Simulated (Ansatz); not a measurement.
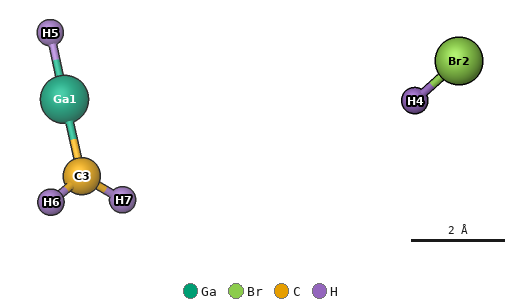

The structure (ball-and-stick view, seen at a tilt; atoms are numbered from 1 in the order of the input). Sticks mark near contacts. Bond lengths as drawn: Br–H 1.42 Å, C–Ga 1.77 Å, C–H 1.08 Å and Ga–H 1.53 Å.

# CH4BrGa: frequency calculation

System: CH4BrGa.
Method: RKS PBE0-D4/def2-TZVP (Ansatz 0.2.0).

The geometry is a transition state. The reaction was set up to form Br2–H4 and to break Ga1–Br2 and C3–H4 (atoms counted from 1 in the order of the input); sticks are drawn by distance alone. The geometry comes from this level: PBE0-D4/def2-TZVP. Figures and captions count atoms from 1; the log counts them from 0 in places.

Input file
```yaml
crystal:
  periodic: [false, false, false]
  atoms:
    - {symbol: Ga, position_ang: [-1.497396, -0.281419, -2.966035]}
    - {symbol: Br, position_ang: [1.627746, 2.477633, 7.505134]}
    - {symbol: C, position_ang: [-0.049713, -1.249003, -2.626424]}
    - {symbol: H, position_ang: [1.843479, 1.615379, 6.396906]}
    - {symbol: H, position_ang: [-2.750652, 0.558516, -3.229145]}
    - {symbol: H, position_ang: [-0.110512, -2.318780, -2.467702]}
    - {symbol: H, position_ang: [0.937049, -0.802328, -2.612834]}
basis:
  gaussian: {orbitals: def2-TZVP}
hamiltonian: {xc: pbe0, dispersion: d4}
phonons: {temperatures: {t_min: 298.15, t_max: 900, t_step: 200}}
```

Machine: 4 threads of Arm Neoverse V1, 23 GiB of memory available, shared host.

Run as:
```bash
ansatz run in.yaml --threads 4 --pin off --events-out ev --progress --plain --max-ram 9574MiB
```

The program's output
```
Functional definition: PBE0
  name "PBE0"
  cite "Adamo & Barone, J. Chem. Phys. 110, 6158 (1999) doi:10.1063/1.478522"
  cite "Perdew, Burke & Ernzerhof, Phys. Rev. Lett. 77, 3865 (1996) doi:10.1103/PhysRevLett.77.3865"
  parent pbe
  parameter a = 0.25
  parameter kappa = 0.804
  parameter beta = 0.06672455060314922
  exchange = (1 - a)*pbe_x(kappa = kappa, mu = beta*pi^2/3) + a*exact_x
  correlation = pbe_c(beta = beta)
1182 factors; their error is unknown
mean field evaluation 1: about -123496.0698 eV, gradient 6.9e1 eV
mean field evaluation 2: about -123450.2800 eV, gradient 1.2e2 eV
mean field evaluation 4: about -123507.4348 eV, gradient 6.1e0 eV
mean field evaluation 8: about -123507.5702 eV, gradient 2.5e-1 eV
mean field evaluation 16: about -123508.1966 eV, gradient 4.2e-4 eV
mean field -123508.19658173 eV, -4538.8425075160 hartree, gradient 3.8e-5 eV, S^2 0.000000; 0 other end points of the search recorded, 0 dependent functions left out
the calculation of the forces begins
reference -123508.19662344 eV, -4538.8425090490 hartree; 38, 38 occupied and 113, 113 virtual orbitals, 1182 factors
these checks for a lower state are left out or cut short: stability, starts, cluster_reference, orbital_swaps, neighbouring_geometries, increment
1182 factors; their error is unknown
mean field -123508.19645649 eV, -4538.8425029135 hartree, gradient 2.0e-6 eV, S^2 0.000000; 0 other end points of the search recorded, 0 dependent functions left out
[... from here on the field's lines of each further geometry are left out, up to the last ...]
the calculation of the forces begins
reference -123508.19662489 eV, -4538.8425091023 hartree; 38, 38 occupied and 113, 113 virtual orbitals, 1182 factors
these checks for a lower state are left out or cut short: stability, starts, cluster_reference, orbital_swaps, neighbouring_geometries, increment
1182 factors; their error is unknown
mean field -123508.19657735 eV, -4538.8425073552 hartree, gradient 1.9e-6 eV, S^2 0.000000; 0 other end points of the search recorded, 0 dependent functions left out
the calculation of the forces begins
reference -123508.19661906 eV, -4538.8425088881 hartree; 38, 38 occupied and 113, 113 virtual orbitals, 1182 factors
Total energy: -123508.25127699 eV, -4538.8445175299 hartree
Atom 0 at    -1.497396    -0.281419    -2.966035 Å, force    -0.007996     0.003366    -0.002441 eV/Å
Atom 1 at     1.627746     2.477633     7.505134 Å, force     0.000077    -0.000367    -0.000792 eV/Å
Atom 2 at    -0.049713    -1.249003    -2.626424 Å, force     0.003417     0.000856    -0.001453 eV/Å
Atom 3 at     1.843479     1.615379     6.396906 Å, force    -0.000217    -0.000012     0.000035 eV/Å
Atom 4 at    -2.750652     0.558516    -3.229145 Å, force     0.004608    -0.002301     0.001656 eV/Å
Atom 5 at    -0.110512    -2.318780    -2.467702 Å, force    -0.000150    -0.001291     0.001922 eV/Å
Atom 6 at     0.937049    -0.802328    -2.612834 Å, force     0.000262    -0.000250     0.001073 eV/Å
Dipole moment:    -0.309871     0.105039    -0.242421 e Å
Vibrations: 114.50 430.44 598.00 704.14 824.87 1319.77 2098.95 2666.84 3164.15 3269.18 cm⁻¹, zero-point energy 0.941712 eV
```

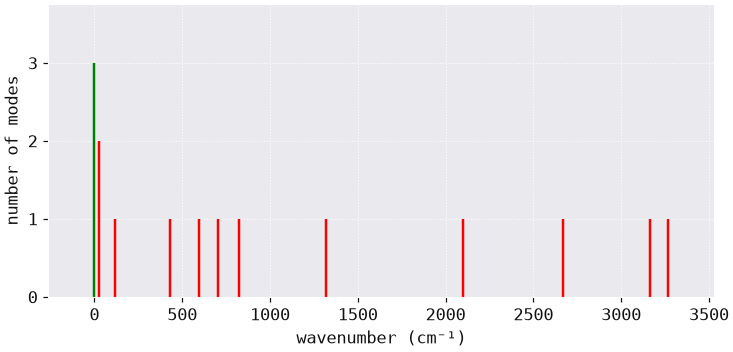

Harmonic vibrational wavenumbers from the force constants; neighbouring modes closer than 15 cm⁻¹ are counted in one stick. 15 modes from 6i to 3269 cm⁻¹, none imaginary beyond the noise of the force constants (under 8i cm⁻¹).

Summary

- outcome: converged
- total energy: −123508.2513 eV
- mean-field energy: −123508.1966 eV
- dispersion energy: −0.0547 eV
- largest force (length of the vector): 0.009 eV/Å
- dipole moment: 1.96 D
- wall time: 51 s (CPU time 3.1 min)
- peak memory: 0.31 GiB
